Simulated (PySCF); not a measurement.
**C₄H₃F₂S (SMILES FC1=C(F)SC[CH]1) (doublet): density, localisation and related maps**

```xyz
10

F     1.6288    1.5453   -0.9280
C     0.8211    0.6166   -0.4021
C     1.3126   -0.6186    0.0103
F     2.5784   -1.0240   -0.0573
S     0.0828   -1.6553    0.6572
C    -1.2010   -0.3786    0.3712
C    -0.5208    0.7958   -0.2297
H    -1.9635   -0.8094   -0.2836
H    -1.6708   -0.1517    1.3322
H    -1.0587    1.6845   -0.4928
```

Geometry: GFN2-xTB.

Method: PySCF, UKS B3LYP, pcH-1 on C F H S, non-relativistic, mean-field spin-orbit, GIAO.

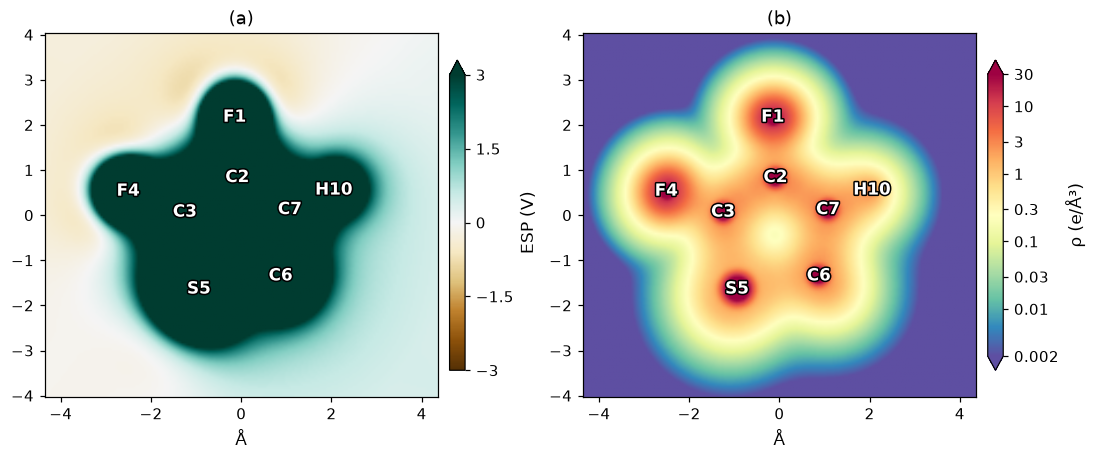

Figure 1. (a) molecular electrostatic potential; (b) electron density on the plane of atoms C6, C7 and H10.

What does the map show?

- Atoms in the plane: F, C, S and H.
- C–F (1.33 Å): ρ at the midpoint is about 2.3 e/Å³.
- C–C (1.36 Å): the density is about 2.2 e/Å³ at the midpoint.
- C–S (1.73 Å): the density is about 1.4 e/Å³ at the midpoint.
- C–H (1.07 Å): ρ at the midpoint is about 2.1 e/Å³.
- C–C (1.48 Å): ρ at the midpoint is about 1.8 e/Å³.
- Outside the dense part of the molecule the potential is most negative (−0.8 V) near F1.

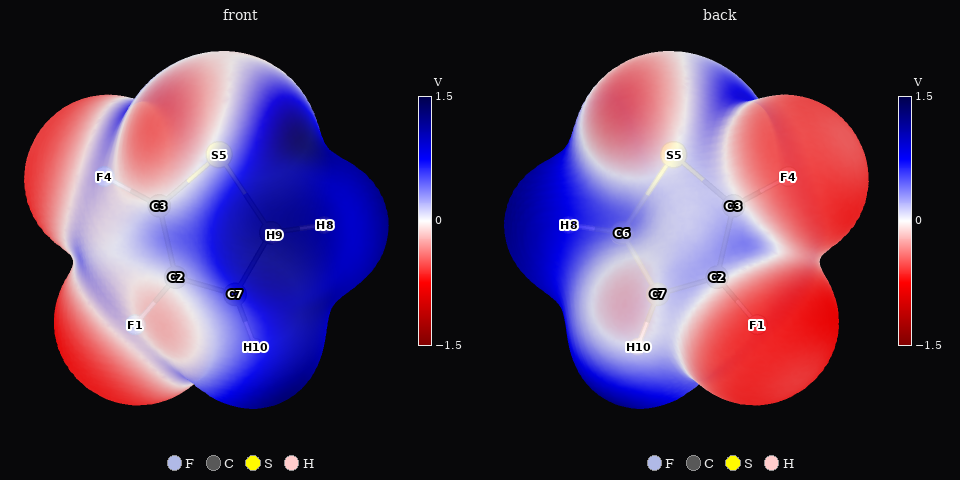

Figure 2. The electrostatic potential painted on the density surface at 0.002 e/bohr³, seen from the front and from behind; the colour scale runs from red (negative) to blue (positive).

Where is the surface potential most negative and most positive?

The most negative region (about −0.7 V) lies over F1, the most positive (about +1.3 V) over S5, C6 and H10.
